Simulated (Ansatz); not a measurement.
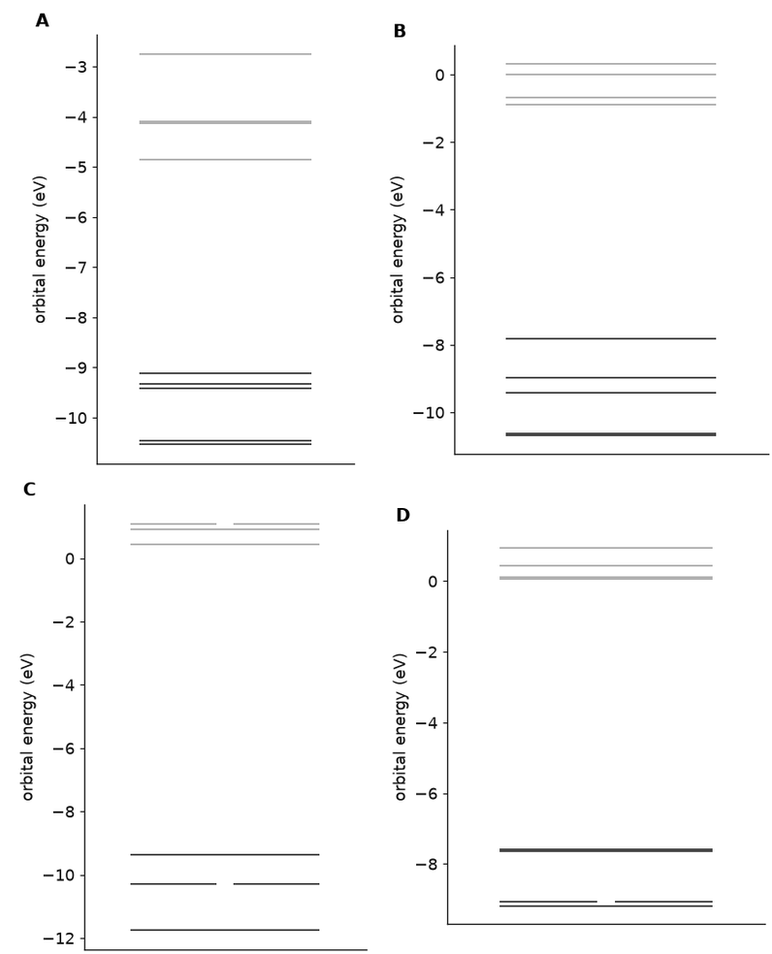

Kohn-Sham orbital energies near the frontier, PBE0/def2-TZVPP with the Ansatz code, at a PBE0-D4/def2-TZVP geometry (a minimum by its frequencies), isolated molecule; empty levels in grey, levels within 0.03 eV side by side.

> Assign the panels.
1. MoSCl₂F₂, SMILES [F][Mo]([F])(=[S])([Cl])[Cl], singlet
2. SnAsH₄F, SMILES [F][SnH2][AsH2], singlet
3. C₂H₉BClP, SMILES C[B-](C)([PH3+])Cl
4. CH₃F₃Ge, SMILES F[C](F)(F)[GeH3], singlet

A: 1 (HOMO −9.12 eV, LUMO −4.86 eV)
B: 2 (HOMO −7.81 eV, LUMO −0.90 eV)
C: 4 (HOMO −9.36 eV, LUMO 0.43 eV)
D: 3 (HOMO −7.59 eV, LUMO 0.07 eV)

Limits of at least one run: core potentials past krypton; empty levels above zero depend strongly on the basis; no scalar relativity up to krypton; spin-orbit coupling is left out, and with Sn it can shift these levels and split any degenerate set.
